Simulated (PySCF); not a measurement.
# One shape, several levels: InF (SMILES [F][In])

Wanted: a comparison of 4 runs (BCCD(T)/STO-6G, CCSDT(Q)/STO-6G, CCSDTQ/STO-6G, NEVPT2(2,2)/STO-6G) of InF. Input form: a Python script.

The results are computed with PySCF 2.14.0.

11 further runs of the same task are left out: 5 that didn't finish, 6 set aside as unsound or not needed.

## 1. The system as given

The species is InF (2 atoms), meant as a singlet with charge 0. As SMILES, `[F][In]`. The shape is that of a PBE0-D4/def2-TZVP optimisation.

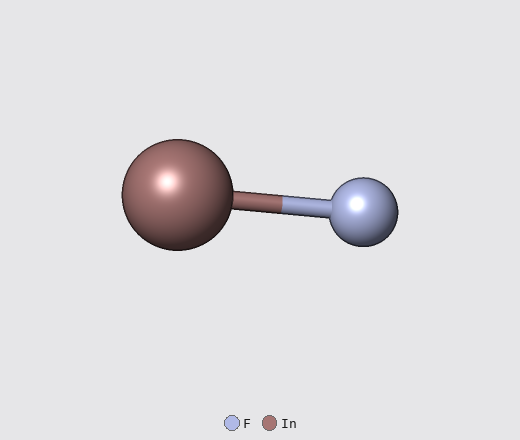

The structure, seen from a chosen angle (fluorine light blue, indium brown).

## 2. The energy at BCCD(T)/STO-6G (run 1)

Contents of calc.py:

```python
# InF
from pyscf import gto, cc
from pyscf.cc.bccd import bccd_kernel_

molecule = gto.M(
    atom='''
F      0.000000     0.000000     0.030066
In     0.000000     0.000000     3.797556
''',
    unit='bohr',
    verbose=3,
    max_memory=1860,
    spin=0,
    basis='sto-6g',
)

mf = molecule.RHF()
mf.conv_tol = 1e-10
mf.kernel()
if not mf.converged:
    mf = mf.newton().run(mf.mo_coeff, mf.mo_occ)

mycc = cc.CCSD(mf, frozen=19).run()
mycc = bccd_kernel_(mycc, diis=True)
e_t = mycc.ccsd_t()
e_final = mycc.e_tot + e_t
print('E(%s) = %.9f' % ('BCCD(T)', e_final))
```

The run is started by

```sh
OMP_NUM_THREADS=1 python calc.py
```

The program printed:

```text
converged SCF energy = -5811.56675202617
E(CCSD) = -5811.629087452192  E_corr = -0.06233542602403155
BCCD loop starts.

[... 23 lines left out ...]
CCSD converged
[... 26 lines left out ...]
CCSD converged
[... 23 lines left out ...]
CCSD converged
[... 19 lines left out ...]
CCSD converged
[... 3 lines left out ...]
E(BCCD(T)) = -5811.638459527
```

Wall time 2.4 s (1 thread of Arm Neoverse V1, shared host); peak memory 0.12 GiB.

## 3. A single-point energy at CCSDT(Q)/STO-6G (run 2)

Contents of mol.xyz:

```xyz
2

F      0.000000     0.000000     0.015910
In     0.000000     0.000000     2.009580
```

Contents of job.py:

```python
from pyscf import gto, scf, cc

molecule = gto.Mole()
molecule.atom = 'mol.xyz'
molecule.basis = 'sto-6g'
molecule.verbose = 4
molecule.max_memory = 1860
molecule.build()

mf = scf.RHF(molecule)
mf.conv_tol = 1e-10
mf.kernel()
if not mf.converged:
    mf = mf.newton().run(mf.mo_coeff, mf.mo_occ)

mycc = cc.CCSDT(mf, frozen=19)
mycc.kernel()
e_bracket, e_q = mycc.ccsdt_q()
energy = mycc.e_tot + e_q
print('E = %.10f Eh' % energy)
```

The run is started by

```sh
OMP_NUM_THREADS=1 python job.py
```

The program printed:

```text
PySCF version 2.14.0

[... 56 lines left out ...]
converged SCF energy = -5811.56675200793
[... 16 lines left out ...]
WARN: A large `blksize` is being used, which may cause large memory consumption
[... 13 lines left out ...]
Init t2, MP2 energy = -5811.615768475855  E_corr(MP2) -0.049016467929
[... 17 lines left out ...]
RCCSDT converged
[... 5 lines left out ...]
E = -5811.6407929140 Eh
```

It took 4.8 s on 1 thread of Arm Neoverse V1, shared host; peak memory 0.11 GiB.

Run 3 isn't shown in full; the table further down has it.

## 4. A single-point energy at NEVPT2(2,2)/STO-6G (run 4)

Contents of input.py:

```python
import numpy
from pyscf import gto, scf, mp, mcscf, mrpt

mol = gto.M(
    atom=[
    ('F', (0.000000, 0.000000, 0.015910)),
    ('In', (-0.000000, -0.000000, 2.009580)),
],
    basis='sto-6g',
    max_memory=1860,
    verbose=4,
    spin=0,
)

myscf = scf.RHF(mol)
myscf.conv_tol = 1e-10
myscf.kernel()
if not myscf.converged:
    myscf = myscf.newton().run(myscf.mo_coeff, myscf.mo_occ)

pt = mp.MP2(scf.addons.convert_to_uhf(myscf)).run()
noons, natorbs = mcscf.addons.make_natural_orbitals(pt)
print('natural occupations', numpy.round(noons[:40], 4))
cas = mcscf.CASSCF(myscf, 2, 2)
cas.fix_spin_(ss=0.0)
cas.natorb = True
cas.kernel(natorbs)
e_pt2 = mrpt.NEVPT(cas).kernel()
energy = cas.e_tot + e_pt2
print('E(%s) = %.9f' % ('NEVPT2', energy))
```

The run is started by

```sh
OMP_NUM_THREADS=1 python input.py
```

The program printed:

```text
PySCF version 2.14.0

[... 56 lines left out ...]
converged SCF energy = -5811.56675200793
[... 67 lines left out ...]
1-step CASSCF converged in   9 macro (130 JK  30 micro) steps
[... 12 lines left out ...]
CASSCF energy = -5811.58403799469
[... 24 lines left out ...]
Nevpt2 Energy = -0.031652594602160
E(NEVPT2) = -5811.615690589
```

Wall time 2.8 s (1 thread of Arm Neoverse V1, shared host); peak memory 0.13 GiB.

## 5. The series

```
run               level  frozen core orbitals      active selection   energy (Eh)  correlation energy (mEh)  wall time
  1      BCCD(T)/STO-6G                    19                     –  -5811.638460                     -71.7      2.4 s
  2     CCSDT(Q)/STO-6G                    19                     –  -5811.640793                     -74.0      4.8 s
  3       CCSDTQ/STO-6G                    19                     –  -5811.639279                     -72.5       14 s
  4  NEVPT2(2,2)/STO-6G                     –  mp2 natural orbitals  -5811.615691                         –      2.8 s
```

## 6. Outcome

| quantity | value |
| --- | --- |
| run 4: total energy | -5811.61569 Eh |
| run 4: dipole moment (Hartree–Fock density) | 0.87 D |
| run 4: HOMO energy (Hartree–Fock orbitals) | -4.29 eV |
| run 4: LUMO energy (Hartree–Fock orbitals) | 6.27 eV |
| run 4: HOMO–LUMO gap (Hartree–Fock orbitals) | 10.56 eV |

What this shows: In runs 1, 2, 3, 4 the basis is minimal, so the values are rough. In runs 1, 2, 3, 4 relativity is left out where basis or elements ask for it. All runs together took 24 s, the longest 14 s.
